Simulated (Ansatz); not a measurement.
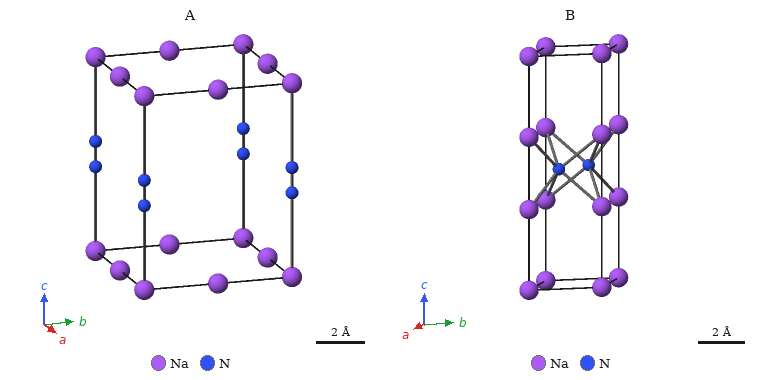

Two structures of Na$_{3}$N$_{2}$, each relaxed to rest (conventional cells in solid outline, small ones repeated, not to one scale). Method: Ansatz, DFT PBE, scalar-relativistic, plane waves, PAW, without spin polarisation.

What are the two structures?

A: 5 atoms a cell on a primitive tetragonal lattice, P4/mmm. B: 5 atoms a cell on a primitive hexagonal lattice, P6/mmm.

A or B: which is lower in energy?

A is lower, by 593 meV/atom at this level of theory (energies at zero smearing). Volumes: A 73.0, B 20.0 Å³/atom.

One or both may be structure types tried for this composition rather than known phases.
